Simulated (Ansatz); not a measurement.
# Geometry relaxation, with input and output: C₁₈HN (part 1 of 3)

C₁₈HN (slab, 20 atoms in the cell), computed with DFT PBE, scalar-relativistic, plane waves, PAW, PAW set soft_1, no spin polarisation (Ansatz 0.2.0).

It belongs to a series of runs on one base structure; here: end point A relaxed. Figures and captions count atoms from 1; the log counts them from 0 in places.

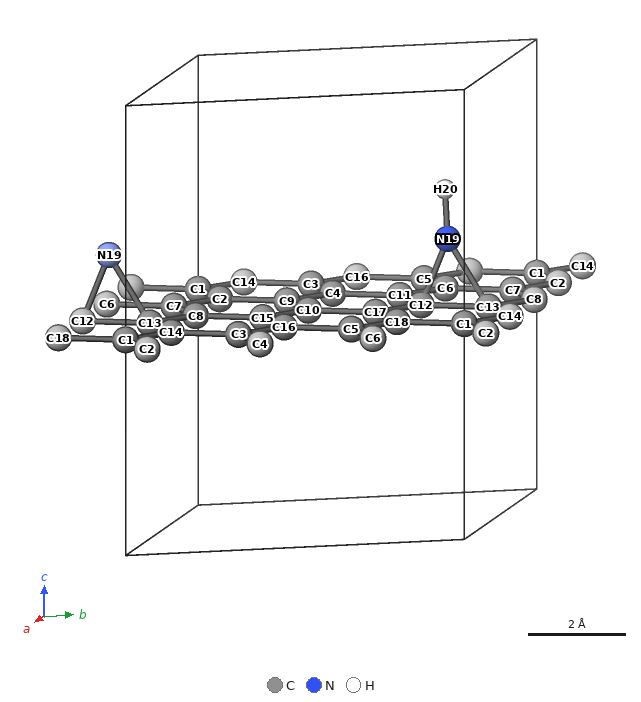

*The structure as given in the input (ball-and-stick view of the cell of the calculation, with the vacuum cut short, seen slightly off an axis; neighbours outside the cell are drawn fainter; atoms are numbered from 1 in the order of the input). An atom can appear more than once, as a periodic image.*

Near neighbours in the periodic cell (some may lie outside the picture): C has 3 C at 1.42 Å; C has 3 C at 1.42 Å and 1 N at 1.51 to 1.65 Å; N has 2 C at 1.51 to 1.65 Å and 1 H at 1.03 Å; H has 1 N at 1.03 Å.

**Input**
```yaml
crystal:
  lattice:
    - [7.398, 0.0, 0.0]
    - [-3.699, 6.406856, 0.0]
    - [0.0, 0.0, 13.0]
  atoms:
    - { symbol: C, position: [0.0, 0.0, 0.0769231] }
    - { symbol: C, position: [0.2222222, 0.1111111, 0.0769231] }
    - { symbol: C, position: [0.0, 0.3333333, 0.0769231] }
    - { symbol: C, position: [0.2222222, 0.4444444, 0.0769231] }
    - { symbol: C, position: [0.0, 0.6666667, 0.0769231] }
    - { symbol: C, position: [0.2222222, 0.7777778, 0.0769231] }
    - { symbol: C, position: [0.3333333, 0.0, 0.0769231] }
    - { symbol: C, position: [0.5555556, 0.1111111, 0.0769231] }
    - { symbol: C, position: [0.3333333, 0.3333333, 0.0769231] }
    - { symbol: C, position: [0.5555556, 0.4444444, 0.0769231] }
    - { symbol: C, position: [0.3333333, 0.6666667, 0.0769231] }
    - { symbol: C, position: [0.5555556, 0.7777778, 0.0769231] }
    - { symbol: C, position: [0.6666667, 0.0, 0.0769231] }
    - { symbol: C, position: [0.8888889, 0.1111111, 0.0769231] }
    - { symbol: C, position: [0.6666667, 0.3333333, 0.0769231] }
    - { symbol: C, position: [0.8888889, 0.4444444, 0.0769231] }
    - { symbol: C, position: [0.6666667, 0.6666667, 0.0769231] }
    - { symbol: C, position: [0.8888889, 0.7777778, 0.0769231] }
    - { symbol: "N", position: [0.6002377, 0.8649959, 0.1846154] }
    - { symbol: H, position: [0.5850972, 0.8541411, 0.2638462] }
basis:
  ecutwfc: 420.0
kpoints:
  mp_grid: { grid: [2, 2, 1] }
hamiltonian:
  xc: pbe
  pseudopotentials: { kind: paw, azcp: { folder: soft_1 } }
scf:
  occupations: { method: fermi_dirac, width: 0.02 }
  lower_state_search: "off"
relax:
  f_tol: 0.03
  max_steps: 60
  adjacent_minimum: "off"
output:
  write_density: true
  write_potential: true
  elf: true
  volumetric_format: npy
```

Launched with:
```bash
ansatz run input.yaml --threads 1 --pin off --max-ram 3072MiB --backend cpu --events-out ev --progress --plain --runs-dir out
```

**The program's output**
```
Engine: ansatz 0.2.0, x86_64-unknown-linux-gnu
Pseudopotentials: kind: paw
Pseudopotential: C, paw, valence charge 4, recommended cutoff 420 eV (normal), [file]
Pseudopotential: N, paw, valence charge 5, recommended cutoff 420 eV (normal), [file]
Pseudopotential: H, paw, valence charge 1, recommended cutoff 420 eV (normal), [file]
Functional definition: PBE
  parameter kappa = 0.804
  parameter beta = 0.06672455060314922
  exchange = pbe_x(kappa = kappa, mu = beta*pi^2/3)
  correlation = pbe_c(beta = beta)
Crystal: 20 atoms, lattice volume = 616.173 Å³
Basis set: ecut = 420 eV, 12055 PW (Γ), exchange–correlation on 100×100×180 points (8 copies of the dense FFT grid, shifted against one another)
Bands: 59, of which v1, the nominal top of the filled ones, is band 39 counted from 1 (38 counted from 0)
Symmetry: 1 space group operations
Space group: P1 (ITA 1), of the structure as read, at distance tolerance 8.5e-5 Å
k-points: 4
Non-local potential: C, projectors of the file, l = 0: 2, l = 1: 2, l = 2: 1
Non-local potential: N, projectors of the file, l = 0: 2, l = 1: 2, l = 2: 1
Non-local potential: H, projectors of the file, l = 0: 2, l = 1: 1
PAW form: soft (Blöchl's): semilocal exchange-correlation on the pseudo side does not see the compensation charge
PAW one-centre angular grid: C, 110 points (default); XC on 64 Gauss nodes
PAW one-centre angular grid: N, 110 points (default); XC on 64 Gauss nodes
PAW one-centre angular grid: H, 110 points (default); XC on 64 Gauss nodes
Initial density: superposition of atomic densities (neutral atoms: chi_scale 0, normalization atom)
Initial wavefunctions: pseudopotential atomic-orbital guess
Functional: x = pbe(κ = 0.804, μ = 0.2195149727645171), c = pbe(β = 0.06672455060314922)
SCF iter   1: F=—  HF=-4922.641990 eV  |F-HF|=—  |Δ(HF+E_count)|=         —  Δρ=6.88e-2  dr2=2.69e1  ethr=3.10e-3  ⟨swp⟩=8.2  Hψ=1293  notcnv=0  defer=23
preconditioner: auto → Resta (q_TF=auto, 1.933 Å⁻¹)  ε∞=1.7  [insulator: Δε(μ)=0.189 eV  Ē_g=16.032 eV  σ=0.020 eV  W_gap=0.98  n_scr=66 (ndim 8)  ℏωp=13.2 eV  f_vac=0.649  D(μ)=0.43/eV (n_scr^D=0)  ε∞_Penn≈1.7  vacuum switching on, ρ_ref=1.9e-2 e/Å³]
SCF iter   2: F=—  HF=-4913.071727 eV  |F-HF|=—  |Δ(HF+E_count)|=    9.57e0  Δρ=3.07e-2  dr2=5.84e0  ethr=3.10e-3  ⟨swp⟩=4.5  Hψ=567  notcnv=0  defer=52
SCF iter   3: F=—  HF=-4913.937757 eV  |F-HF|=—  |Δ(HF+E_count)|=   8.66e-1  Δρ=3.52e-2  dr2=1.20e1  ethr=3.10e-3  ⟨swp⟩=6.8  Hψ=701  notcnv=0  defer=50
SCF iter   4: F=—  HF=-4911.469130 eV  |F-HF|=—  |Δ(HF+E_count)|=    2.47e0  Δρ=7.29e-3  dr2=3.65e-1  ethr=3.10e-3  ⟨swp⟩=5.0  Hψ=506  notcnv=0  defer=51
SCF iter   5: F=—  HF=-4911.420188 eV  |F-HF|=—  |Δ(HF+E_count)|=   4.89e-2  Δρ=3.63e-3  dr2=7.00e-2  ethr=4.68e-4  ⟨swp⟩=3.8  Hψ=409  notcnv=0  defer=51
SCF iter   6: F=—  HF=-4911.424623 eV  |F-HF|=—  |Δ(HF+E_count)|=   4.43e-3  Δρ=2.50e-3  dr2=6.35e-2  ethr=8.97e-5  ⟨swp⟩=4.0  Hψ=348  notcnv=0  defer=51
SCF iter   7: F=—  HF=-4911.415564 eV  |F-HF|=—  |Δ(HF+E_count)|=   9.06e-3  Δρ=6.61e-4  dr2=4.62e-3  ethr=8.15e-5  ⟨swp⟩=2.0  Hψ=307  notcnv=0  defer=51
SCF iter   8: F=—  HF=-4911.415194 eV  |F-HF|=—  |Δ(HF+E_count)|=   3.70e-4  Δρ=2.57e-4  dr2=6.00e-4  ethr=5.93e-6  ⟨swp⟩=3.0  Hψ=307  notcnv=0  defer=51
SCF iter   9: F=—  HF=-4911.415172 eV  |F-HF|=—  |Δ(HF+E_count)|=   2.17e-5  Δρ=7.35e-5  dr2=3.85e-5  ethr=7.69e-7  ⟨swp⟩=2.0  Hψ=289  notcnv=0  defer=51
SCF iter  10: F=-4911.415172 eV  HF=-4911.415175 eV  |F-HF|=3.21e-6  |Δ(HF+E_count)|=   2.58e-6  Δρ=3.38e-5  dr2=6.59e-6  ethr=2.88e-8  ⟨swp⟩=11.8  Hψ=1980  notcnv=0
SCF 1 converged in 10 iterations: F = -4911.415172 eV  dr2 = 6.59e-6
  greatest PAW one-centre occupation: 0.762 electrons in one spin orbital (limit 2), on the N atom at site 18 (counted from 0), in its partial waves of l = 0
relax step   1: F+E_penalty+E_count = -4911.41517171 eV  Δ(F+E_penalty+E_count) = +0.000e0 eV  max|allowed force component| = 3.650e0 eV/Å  Δτ_max = 0.0000 Å  (10 SCF iters, dr2 threshold 2.25e-5 eV, accepted)
Initial density: handed on by an earlier stage of this run
Initial wavefunctions: those handed on with the density
iter 1 solved again at ethr=8.61e-4 eV; its pass at ethr=3.10e-3 eV (dr2=6.72e-1 eV) is discarded
SCF iter   1: F=—  HF=-4912.810493 eV  |F-HF|=—  |Δ(HF+E_count)|=         —  Δρ=1.43e-2  dr2=6.95e-1  ethr=8.61e-4  ⟨swp⟩=1.8  Hψ=1212  notcnv=0  defer=46
preconditioner: auto → LDOS  [insulator: Δε(μ)=0.155 eV  Ē_g=14.294 eV  σ=0.020 eV  W_gap=0.96  n_scr=66 (ndim 8)  ℏωp=13.2 eV  f_vac=0.682  D(μ)=1.00/eV (n_scr^D=2)  ε∞_Penn≈1.9  β→1.0]
SCF iter   2: F=—  HF=-4912.792514 eV  |F-HF|=—  |Δ(HF+E_count)|=   1.80e-2  Δρ=7.22e-3  dr2=4.82e-1  ethr=8.61e-4  ⟨swp⟩=3.2  Hψ=372  notcnv=0  defer=46
preconditioner: auto → Resta (q_TF=auto, 1.933 Å⁻¹)  ε∞=1.9  [insulator: Δε(μ)=0.219 eV  Ē_g=14.297 eV  σ=0.020 eV  W_gap=0.99  n_scr=66 (ndim 8)  ℏωp=13.2 eV  f_vac=0.682  D(μ)=0.21/eV (n_scr^D=0)  ε∞_Penn≈1.9  vacuum switching on, ρ_ref=1.5e-2 e/Å³  β→0.5]
SCF iter   3: F=—  HF=-4912.647155 eV  |F-HF|=—  |Δ(HF+E_count)|=   1.45e-1  Δρ=3.07e-3  dr2=4.94e-2  ethr=6.18e-4  ⟨swp⟩=2.2  Hψ=395  notcnv=0  defer=59
SCF iter   4: F=—  HF=-4912.641536 eV  |F-HF|=—  |Δ(HF+E_count)|=   5.62e-3  Δρ=1.13e-3  dr2=4.55e-3  ethr=6.33e-5  ⟨swp⟩=2.0  Hψ=318  notcnv=0  defer=59
SCF iter   5: F=—  HF=-4912.641939 eV  |F-HF|=—  |Δ(HF+E_count)|=   4.04e-4  Δρ=3.92e-4  dr2=6.89e-4  ethr=5.83e-6  ⟨swp⟩=2.8  Hψ=347  notcnv=0  defer=59
SCF iter   6: F=—  HF=-4912.641977 eV  |F-HF|=—  |Δ(HF+E_count)|=   3.71e-5  Δρ=1.17e-4  dr2=8.20e-5  ethr=1.28e-7  ⟨swp⟩=10.5  Hψ=1969  notcnv=0
SCF iter   7: F=-4912.641981 eV  HF=-4912.641980 eV  |F-HF|=1.26e-6  |Δ(HF+E_count)|=   3.19e-6  Δρ=3.44e-5  dr2=5.24e-6  ethr=1.05e-7  ⟨swp⟩=11.5  Hψ=1999  notcnv=0
SCF 2 converged in 7 iterations: F = -4912.641981 eV  dr2 = 5.24e-6
relax step   2: F+E_penalty+E_count = -4912.64198102 eV  Δ(F+E_penalty+E_count) = -1.227e0 eV  max|allowed force component| = 2.777e0 eV/Å  Δτ_max = 0.1958 Å  (7 SCF iters, dr2 threshold 1.00e-4 eV, accepted)
iter 1 solved again at ethr=1.21e-3 eV; its pass at ethr=3.10e-3 eV (dr2=9.46e-1 eV) is discarded
SCF iter   1: F=—  HF=-4913.274814 eV  |F-HF|=—  |Δ(HF+E_count)|=         —  Δρ=1.46e-2  dr2=9.61e-1  ethr=1.21e-3  ⟨swp⟩=1.0  Hψ=1220  notcnv=0  defer=43
preconditioner: auto → Resta (q_TF=auto, 1.933 Å⁻¹)  ε∞=1.8  [insulator: Δε(μ)=0.270 eV  Ē_g=14.422 eV  σ=0.020 eV  W_gap=1.00  n_scr=66 (ndim 8)  ℏωp=13.2 eV  f_vac=0.686  D(μ)=0.06/eV (n_scr^D=0)  ε∞_Penn≈1.8  vacuum switching on, ρ_ref=1.5e-2 e/Å³]
SCF iter   2: F=—  HF=-4913.011232 eV  |F-HF|=—  |Δ(HF+E_count)|=   2.64e-1  Δρ=5.57e-3  dr2=1.24e-1  ethr=1.21e-3  ⟨swp⟩=2.8  Hψ=369  notcnv=0  defer=43
SCF iter   3: F=—  HF=-4912.993230 eV  |F-HF|=—  |Δ(HF+E_count)|=   1.80e-2  Δρ=2.51e-3  dr2=2.77e-2  ethr=1.59e-4  ⟨swp⟩=2.5  Hψ=452  notcnv=0  defer=60
[...]
  greatest PAW one-centre occupation: 0.792 electrons in one spin orbital (limit 2), on the N atom at site 18 (counted from 0), in its partial waves of l = 0
relax step   3: F+E_penalty+E_count = -4912.99034606 eV  Δ(F+E_penalty+E_count) = -3.484e-1 eV  max|allowed force component| = 6.194e0 eV/Å  Δτ_max = 0.1946 Å  (6 SCF iters, dr2 threshold 1.00e-4 eV, accepted)
preconditioner: auto → Resta (q_TF=auto, 1.933 Å⁻¹)  ε∞=1.9  [insulator: Δε(μ)=0.226 eV  Ē_g=14.099 eV  σ=0.020 eV  W_gap=0.99  n_scr=66 (ndim 8)  ℏωp=13.2 eV  f_vac=0.683  D(μ)=0.17/eV (n_scr^D=0)  ε∞_Penn≈1.9  vacuum switching on, ρ_ref=1.4e-2 e/Å³]
  greatest PAW one-centre occupation: 0.775 electrons in one spin orbital (limit 2), on the N atom at site 18 (counted from 0), in its partial waves of l = 0
relax step   4: F+E_penalty+E_count = -4913.38030479 eV  Δ(F+E_penalty+E_count) = -3.900e-1 eV  max|allowed force component| = 1.198e0 eV/Å  Δτ_max = 0.1384 Å  (6 SCF iters, dr2 threshold 1.00e-4 eV, accepted)
preconditioner: auto → Resta (q_TF=auto, 1.933 Å⁻¹)  ε∞=1.9  [insulator: Δε(μ)=0.225 eV  Ē_g=14.213 eV  σ=0.020 eV  W_gap=0.99  n_scr=66 (ndim 8)  ℏωp=13.2 eV  f_vac=0.685  D(μ)=0.18/eV (n_scr^D=0)  ε∞_Penn≈1.9  vacuum switching on, ρ_ref=1.5e-2 e/Å³]
  greatest PAW one-centre occupation: 0.783 electrons in one spin orbital (limit 2), on the N atom at site 18 (counted from 0), in its partial waves of l = 0
relax step   5: F+E_penalty+E_count = -4913.59188981 eV  Δ(F+E_penalty+E_count) = -2.116e-1 eV  max|allowed force component| = 1.525e0 eV/Å  Δτ_max = 0.2000 Å  (6 SCF iters, dr2 threshold 8.97e-5 eV, accepted)
preconditioner: auto → Resta (q_TF=auto, 1.933 Å⁻¹)  ε∞=1.9  [insulator: Δε(μ)=0.222 eV  Ē_g=14.216 eV  σ=0.020 eV  W_gap=0.99  n_scr=66 (ndim 8)  ℏωp=13.2 eV  f_vac=0.685  D(μ)=0.19/eV (n_scr^D=0)  ε∞_Penn≈1.9  vacuum switching on, ρ_ref=1.5e-2 e/Å³]
  greatest PAW one-centre occupation: 0.791 electrons in one spin orbital (limit 2), on the N atom at site 18 (counted from 0), in its partial waves of l = 0
relax step   6: F+E_penalty+E_count = -4913.79238541 eV  Δ(F+E_penalty+E_count) = -2.005e-1 eV  max|allowed force component| = 1.327e0 eV/Å  Δτ_max = 0.1699 Å  (5 SCF iters, dr2 threshold 1.00e-4 eV, accepted)
preconditioner: auto → Resta (q_TF=auto, 1.933 Å⁻¹)  ε∞=1.9  [insulator: Δε(μ)=0.215 eV  Ē_g=14.216 eV  σ=0.020 eV  W_gap=0.99  n_scr=66 (ndim 8)  ℏωp=13.2 eV  f_vac=0.685  D(μ)=0.23/eV (n_scr^D=0)  ε∞_Penn≈1.9  vacuum switching on, ρ_ref=1.5e-2 e/Å³]
  greatest PAW one-centre occupation: 0.805 electrons in one spin orbital (limit 2), on the N atom at site 18 (counted from 0), in its partial waves of l = 0
relax step   7: F+E_penalty+E_count = -4914.03891597 eV  Δ(F+E_penalty+E_count) = -2.465e-1 eV  max|allowed force component| = 1.375e0 eV/Å  Δτ_max = 0.1950 Å  (6 SCF iters, dr2 threshold 1.00e-4 eV, accepted)
preconditioner: auto → Resta (q_TF=auto, 1.933 Å⁻¹)  ε∞=1.9  [insulator: Δε(μ)=0.227 eV  Ē_g=14.287 eV  σ=0.020 eV  W_gap=0.99  n_scr=66 (ndim 8)  ℏωp=13.2 eV  f_vac=0.685  D(μ)=0.17/eV (n_scr^D=0)  ε∞_Penn≈1.9  vacuum switching on, ρ_ref=1.5e-2 e/Å³]
  greatest PAW one-centre occupation: 0.809 electrons in one spin orbital (limit 2), on the N atom at site 18 (counted from 0), in its partial waves of l = 0
relax step   8: F+E_penalty+E_count = -4914.12674109 eV  Δ(F+E_penalty+E_count) = -8.783e-2 eV  max|allowed force component| = 1.198e0 eV/Å  Δτ_max = 0.1993 Å  (5 SCF iters, dr2 threshold 1.00e-4 eV, accepted)
preconditioner: auto → Resta (q_TF=auto, 1.933 Å⁻¹)  ε∞=1.8  [insulator: Δε(μ)=0.233 eV  Ē_g=14.337 eV  σ=0.020 eV  W_gap=0.99  n_scr=66 (ndim 8)  ℏωp=13.2 eV  f_vac=0.685  D(μ)=0.15/eV (n_scr^D=0)  ε∞_Penn≈1.8  vacuum switching on, ρ_ref=1.5e-2 e/Å³]
  greatest PAW one-centre occupation: 0.813 electrons in one spin orbital (limit 2), on the N atom at site 18 (counted from 0), in its partial waves of l = 0
relax step   9: F+E_penalty+E_count = -4914.16445740 eV  Δ(F+E_penalty+E_count) = -3.772e-2 eV  max|allowed force component| = 3.427e-1 eV/Å  Δτ_max = 0.0702 Å  (5 SCF iters, dr2 threshold 1.00e-4 eV, accepted)
preconditioner: auto → Resta (q_TF=auto, 1.933 Å⁻¹)  ε∞=1.8  [insulator: Δε(μ)=0.244 eV  Ē_g=14.358 eV  σ=0.020 eV  W_gap=1.00  n_scr=66 (ndim 8)  ℏωp=13.2 eV  f_vac=0.685  D(μ)=0.11/eV (n_scr^D=0)  ε∞_Penn≈1.8  vacuum switching on, ρ_ref=1.5e-2 e/Å³]
  greatest PAW one-centre occupation: 0.812 electrons in one spin orbital (limit 2), on the N atom at site 18 (counted from 0), in its partial waves of l = 0
relax step  10: F+E_penalty+E_count = -4914.17079185 eV  Δ(F+E_penalty+E_count) = -6.334e-3 eV  max|allowed force component| = 1.520e-1 eV/Å  Δτ_max = 0.0245 Å  (5 SCF iters, dr2 threshold 9.61e-6 eV, accepted)
preconditioner: auto → Resta (q_TF=auto, 1.933 Å⁻¹)  ε∞=1.8  [insulator: Δε(μ)=0.242 eV  Ē_g=14.353 eV  σ=0.020 eV  W_gap=1.00  n_scr=66 (ndim 8)  ℏωp=13.2 eV  f_vac=0.685  D(μ)=0.12/eV (n_scr^D=0)  ε∞_Penn≈1.8  vacuum switching on, ρ_ref=1.5e-2 e/Å³]
relax step  11: F+E_penalty+E_count = -4914.17141719 eV  Δ(F+E_penalty+E_count) = -6.253e-4 eV  max|allowed force component| = 3.223e-2 eV/Å  Δτ_max = 0.0096 Å  (5 SCF iters, dr2 threshold 1.89e-6 eV, accepted)
preconditioner: auto → Resta (q_TF=auto, 1.933 Å⁻¹)  ε∞=1.8  [insulator: Δε(μ)=0.241 eV  Ē_g=14.351 eV  σ=0.020 eV  W_gap=1.00  n_scr=66 (ndim 8)  ℏωp=13.2 eV  f_vac=0.685  D(μ)=0.12/eV (n_scr^D=0)  ε∞_Penn≈1.8  vacuum switching on, ρ_ref=1.5e-2 e/Å³]
relax step  12: F+E_penalty+E_count = -4914.17144402 eV  Δ(F+E_penalty+E_count) = -2.683e-5 eV  max|allowed force component| = 8.884e-3 eV/Å  Δτ_max = 0.0018 Å  (5 SCF iters, accepted)
```

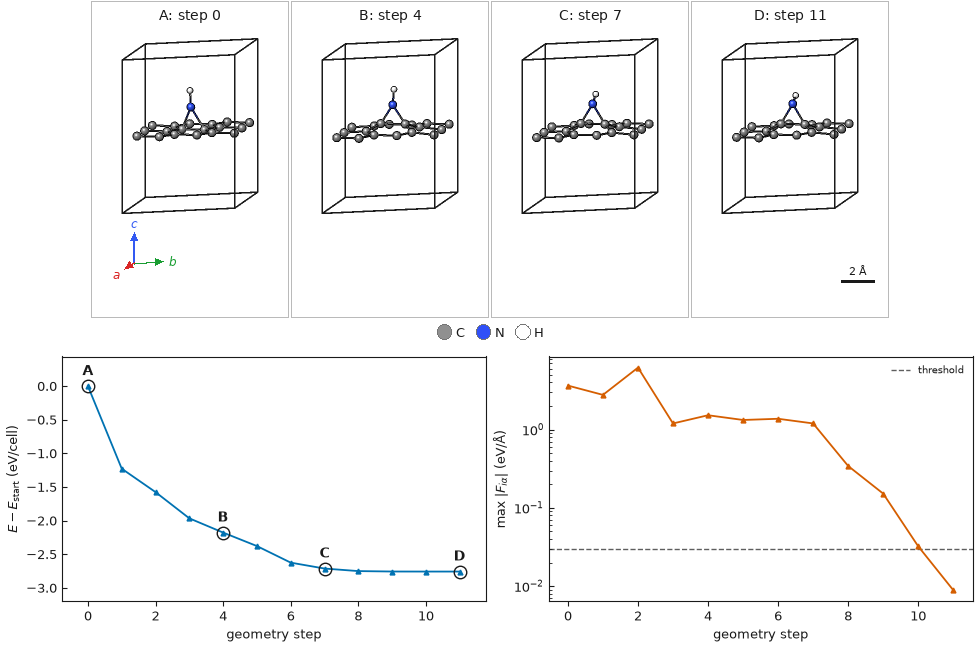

*Frames of the relaxation (ball-and-stick view of the cell of the calculation, with the vacuum cut short (origin shifted), seen slightly off an axis) above the curves, on which the letters mark them (the first geometry is step 0 here and step 1 in the log).*
